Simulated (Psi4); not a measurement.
# Run report: SiH3, molecular dynamics (part 2 of 2)

SiH3, multiplicity 2, SMILES [SiH3]; PBE0/6-31G, UKS (Psi4 1.11). The geometry comes from this level: GFN2-xTB (4 decimals).

Geometry of the input (Å):
```
Si 0.2066  -0.0189  -0.1151
H  0.5871  0.6618  1.1056
H  -0.1950  -1.4016  0.0434
H  -0.5987  0.7587  -1.0339
```

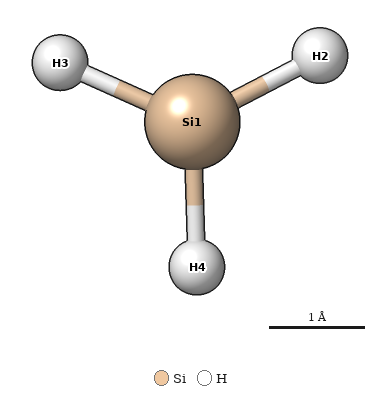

*The geometry at step 13 of the log (ball-and-stick view, seen on its broad side; atoms are numbered from 1 in the order of the input).*

### Standard output
```
step   0  Epot   -7919.918788  Ekin  0.401000  Etot   -7919.517788 eV  T   775.6 K
step   1  Epot   -7919.865431  Ekin  0.348179  Etot   -7919.517251 eV  T   673.4 K
step   2  Epot   -7919.807327  Ekin  0.290812  Etot   -7919.516516 eV  T   562.5 K
step   3  Epot   -7919.756413  Ekin  0.240653  Etot   -7919.515761 eV  T   465.4 K
step   4  Epot   -7919.724605  Ekin  0.209354  Etot   -7919.515251 eV  T   404.9 K
step   5  Epot   -7919.719806  Ekin  0.204596  Etot   -7919.515210 eV  T   395.7 K
step   6  Epot   -7919.742596  Ekin  0.226905  Etot   -7919.515690 eV  T   438.9 K
step   7  Epot   -7919.785542  Ekin  0.269025  Etot   -7919.516517 eV  T   520.3 K
step   8  Epot   -7919.835778  Ekin  0.318396  Etot   -7919.517383 eV  T   615.8 K
step   9  Epot   -7919.879521  Ekin  0.361496  Etot   -7919.518026 eV  T   699.2 K
step  10  Epot   -7919.906165  Ekin  0.387851  Etot   -7919.518314 eV  T   750.1 K
step  11  Epot   -7919.910443  Ekin  0.392195  Etot   -7919.518247 eV  T   758.5 K
step  12  Epot   -7919.892475  Ekin  0.374542  Etot   -7919.517933 eV  T   724.4 K
step  13  Epot   -7919.856407  Ekin  0.338915  Etot   -7919.517492 eV  T   655.5 K
step  14  Epot   -7919.808639  Ekin  0.291615  Etot   -7919.517024 eV  T   564.0 K
step  15  Epot   -7919.756256  Ekin  0.239663  Etot   -7919.516593 eV  T   463.5 K
step  16  Epot   -7919.705917  Ekin  0.189683  Etot   -7919.516234 eV  T   366.9 K
step  17  Epot   -7919.663200  Ekin  0.147235  Etot   -7919.515965 eV  T   284.8 K
step  18  Epot   -7919.632280  Ekin  0.116488  Etot   -7919.515792 eV  T   225.3 K
step  19  Epot   -7919.615827  Ekin  0.100114  Etot   -7919.515713 eV  T   193.6 K
step  20  Epot   -7919.615026  Ekin  0.099304  Etot   -7919.515723 eV  T   192.1 K
step  21  Epot   -7919.629648  Ekin  0.113831  Etot   -7919.515817 eV  T   220.2 K
step  22  Epot   -7919.658135  Ekin  0.142145  Etot   -7919.515989 eV  T   274.9 K
step  23  Epot   -7919.697708  Ekin  0.181475  Etot   -7919.516233 eV  T   351.0 K
step  24  Epot   -7919.744488  Ekin  0.227950  Etot   -7919.516538 eV  T   440.9 K
step  25  Epot   -7919.793671  Ekin  0.276781  Etot   -7919.516890 eV  T   535.3 K
```

### Trajectory as extended XYZ (Å, eV, eV/Å), 23 of the 26 frames kept, from step=0 to step=25
```
4
Properties=species:S:1:pos:R:3:forces:R:3 step=0 energy=-7919.91885
Si    0.2066   -0.0189   -0.1151    0.8352  -0.0797  -0.4626
H     0.5871    0.6618    1.1056    0.1574   0.4592   0.8637
H    -0.1950   -1.4016    0.0434   -0.3602  -0.9090   0.1601
H    -0.5987    0.7587   -1.0339   -0.6325   0.5295  -0.5614
4
Properties=species:S:1:pos:R:3:forces:R:3 step=1 energy=-7919.86550
Si    0.2060   -0.0190   -0.1135    0.7395  -0.3657  -0.9255
H     0.5946    0.6562    1.0738    0.3464   0.7516   1.4123
H    -0.2051   -1.3947    0.0360   -0.3866  -0.9999   0.1857
H    -0.5786    0.7594   -1.0385   -0.6994   0.6140  -0.6724
4
Properties=species:S:1:pos:R:3:forces:R:3 step=2 energy=-7919.80739
Si    0.2054   -0.0191   -0.1120    0.5891  -0.6636  -1.3888
H     0.6030    0.6524    1.0454    0.5394   1.0339   1.9268
H    -0.2162   -1.3902    0.0291   -0.3986  -1.0342   0.2056
H    -0.5601    0.7616   -1.0446   -0.7301   0.6639  -0.7436
4
Properties=species:S:1:pos:R:3:forces:R:3 step=3 energy=-7919.75648
Si    0.2049   -0.0192   -0.1107    0.4033  -0.9365  -1.8008
H     0.6127    0.6511    1.0216    0.7136   1.2711   2.3476
H    -0.2281   -1.3882    0.0227   -0.3941  -1.0089   0.2207
H    -0.5434    0.7654   -1.0526   -0.7230   0.6743  -0.7676
4
Properties=species:S:1:pos:R:3:forces:R:3 step=5 energy=-7919.71987
Si    0.2039   -0.0198   -0.1084    0.0400  -1.2521  -2.2658
H     0.6374    0.6580    0.9915    0.9014   1.4693   2.6929
H    -0.2549   -1.3911    0.0115   -0.3350  -0.7946   0.2403
H    -0.5150    0.7778   -1.0740   -0.6067   0.5772  -0.6675
4
Properties=species:S:1:pos:R:3:forces:R:3 step=6 energy=-7919.74266
Si    0.2035   -0.0203   -0.1076   -0.0834  -1.2439  -2.2623
H     0.6530    0.6667    0.9860    0.8776   1.3893   2.5676
H    -0.2695   -1.3956    0.0067   -0.2838  -0.6241   0.2468
H    -0.5031    0.7861   -1.0871   -0.5105   0.4786  -0.5522
4
Properties=species:S:1:pos:R:3:forces:R:3 step=7 energy=-7919.78561
Si    0.2030   -0.0208   -0.1069   -0.1486  -1.1247  -2.1128
H     0.6706    0.6787    0.9866    0.7716   1.1957   2.2655
H    -0.2848   -1.4016    0.0025   -0.2224  -0.4280   0.2523
H    -0.4924    0.7956   -1.1016   -0.4006   0.3570  -0.4052
4
Properties=species:S:1:pos:R:3:forces:R:3 step=8 energy=-7919.83584
Si    0.2025   -0.0215   -0.1064   -0.1577  -0.9186  -1.8576
H     0.6901    0.6935    0.9927    0.5981   0.9166   1.8378
H    -0.3007   -1.4086   -0.0010   -0.1546  -0.2195   0.2573
H    -0.4827    0.8059   -1.1171   -0.2856   0.2215  -0.2377
4
Properties=species:S:1:pos:R:3:forces:R:3 step=9 energy=-7919.87959
Si    0.2020   -0.0222   -0.1061   -0.1228  -0.6594  -1.5464
H     0.7110    0.7106    1.0032    0.3799   0.5891   1.3455
H    -0.3169   -1.4162   -0.0040   -0.0843  -0.0104   0.2619
H    -0.4737    0.8168   -1.1331   -0.1729   0.0806  -0.0611
4
Properties=species:S:1:pos:R:3:forces:R:3 step=10 energy=-7919.90623
Si    0.2015   -0.0230   -0.1060   -0.0593  -0.3812  -1.2247
H     0.7328    0.7290    1.0169    0.1422   0.2495   0.8438
H    -0.3333   -1.4238   -0.0063   -0.0149   0.1894   0.2662
H    -0.4650    0.8278   -1.1493   -0.0682  -0.0578   0.1148
4
Properties=species:S:1:pos:R:3:forces:R:3 step=11 energy=-7919.91051
Si    0.2010   -0.0238   -0.1059    0.0183  -0.1108  -0.9252
H     0.7550    0.7481    1.0326   -0.0937  -0.0740   0.3734
H    -0.3497   -1.4309   -0.0080    0.0510   0.3726   0.2702
H    -0.4566    0.8388   -1.1652    0.0243  -0.1877   0.2817
4
Properties=species:S:1:pos:R:3:forces:R:3 step=13 energy=-7919.85647
Si    0.2000   -0.0255   -0.1060    0.1775   0.3462  -0.4526
H     0.7981    0.7850    1.0657   -0.5059  -0.6104  -0.3905
H    -0.3821   -1.4420   -0.0095    0.1637   0.6708   0.2768
H    -0.4393    0.8590   -1.1946    0.1649  -0.4066   0.5661
4
Properties=species:S:1:pos:R:3:forces:R:3 step=14 energy=-7919.80870
Si    0.1995   -0.0263   -0.1061    0.2502   0.5227  -0.2831
H     0.8181    0.8015    1.0813   -0.6703  -0.8127  -0.6734
H    -0.3978   -1.4454   -0.0092    0.2079   0.7810   0.2792
H    -0.4301    0.8677   -1.2074    0.2122  -0.4910   0.6770
4
Properties=species:S:1:pos:R:3:forces:R:3 step=15 energy=-7919.75632
Si    0.1990   -0.0270   -0.1062    0.3173   0.6661  -0.1508
H     0.8365    0.8161    1.0953   -0.8054  -0.9729  -0.8952
H    -0.4130   -1.4468   -0.0083    0.2433   0.8642   0.2811
H    -0.4204    0.8753   -1.2187    0.2449  -0.5575   0.7648
4
Properties=species:S:1:pos:R:3:forces:R:3 step=16 energy=-7919.70598
Si    0.1986   -0.0277   -0.1064    0.3799   0.7806  -0.0476
H     0.8530    0.8284    1.1071   -0.9131  -1.0953  -1.0635
H    -0.4275   -1.4462   -0.0067    0.2694   0.9204   0.2823
H    -0.4102    0.8816   -1.2280    0.2639  -0.6057   0.8287
4
Properties=species:S:1:pos:R:3:forces:R:3 step=17 energy=-7919.66327
Si    0.1982   -0.0283   -0.1065    0.4396   0.8705   0.0343
H     0.8672    0.8380    1.1163   -0.9958  -1.1850  -1.1861
H    -0.4415   -1.4434   -0.0044    0.2859   0.9501   0.2832
H    -0.3993    0.8864   -1.2354    0.2702  -0.6358   0.8686
4
Properties=species:S:1:pos:R:3:forces:R:3 step=18 energy=-7919.63234
Si    0.1978   -0.0289   -0.1067    0.4983   0.9399   0.1016
H     0.8791    0.8448    1.1228   -1.0560  -1.2463  -1.2695
H    -0.4547   -1.4384   -0.0014    0.2926   0.9539   0.2837
H    -0.3878    0.8896   -1.2408    0.2649  -0.6476   0.8843
4
Properties=species:S:1:pos:R:3:forces:R:3 step=19 energy=-7919.61589
Si    0.1975   -0.0294   -0.1068    0.5574   0.9915   0.1593
H     0.8885    0.8487    1.1262   -1.0955  -1.2827  -1.3190
H    -0.4673   -1.4310    0.0022    0.2892   0.9324   0.2841
H    -0.3756    0.8914   -1.2440    0.2488  -0.6413   0.8756
4
Properties=species:S:1:pos:R:3:forces:R:3 step=20 energy=-7919.61509
Si    0.1972   -0.0297   -0.1069    0.6179   1.0268   0.2110
H     0.8952    0.8494    1.1264   -1.1157  -1.2966  -1.3378
H    -0.4792   -1.4214    0.0066    0.2751   0.8864   0.2846
H    -0.3628    0.8916   -1.2451    0.2225  -0.6167   0.8423
4
Properties=species:S:1:pos:R:3:forces:R:3 step=22 energy=-7919.65820
Si    0.1969   -0.0302   -0.1071    0.7432   1.0466   0.2999
H     0.9007    0.8417    1.1173   -1.0982  -1.2593  -1.2870
H    -0.5010   -1.3961    0.0172    0.2132   0.7243   0.2868
H    -0.3358    0.8876   -1.2414    0.1417  -0.5116   0.7002
4
Properties=species:S:1:pos:R:3:forces:R:3 step=23 energy=-7919.69777
Si    0.1968   -0.0303   -0.1072    0.8054   1.0260   0.3341
H     0.8995    0.8332    1.1081   -1.0584  -1.2060  -1.2142
H    -0.5111   -1.3807    0.0236    0.1647   0.6108   0.2890
H    -0.3217    0.8838   -1.2369    0.0881  -0.4309   0.5911
4
Properties=species:S:1:pos:R:3:forces:R:3 step=24 energy=-7919.74455
Si    0.1967   -0.0304   -0.1072    0.8633   0.9790   0.3556
H     0.8957    0.8219    1.0960   -0.9946  -1.1260  -1.1048
H    -0.5208   -1.3638    0.0307    0.1046   0.4787   0.2921
H    -0.3074    0.8789   -1.2311    0.0267  -0.3318   0.4571
4
Properties=species:S:1:pos:R:3:forces:R:3 step=25 energy=-7919.79374
Si    0.1968   -0.0303   -0.1072    0.9114   0.8993   0.3567
H     0.8895    0.8079    1.0812   -0.9033  -1.0154  -0.9528
H    -0.5302   -1.3458    0.0384    0.0334   0.3316   0.2962
H    -0.2930    0.8732   -1.2241   -0.0415  -0.2155   0.2999
```

### Results in brief

```json
{"quantity": "outcome", "value": "finished"}
{"quantity": "trajectory", "value": "26 frames kept"}
{"quantity": "potential energy (last step)", "value": "−291.047052 hartree"}
{"quantity": "basis functions (last step)", "value": "19"}
{"quantity": "⟨S²⟩ (last step)", "value": "0.754"}
{"quantity": "dipole moment (last step)", "value": "0.33 D"}
{"quantity": "wall time", "value": "2.9 min"}
{"quantity": "peak memory", "value": "0.51 GiB"}
```
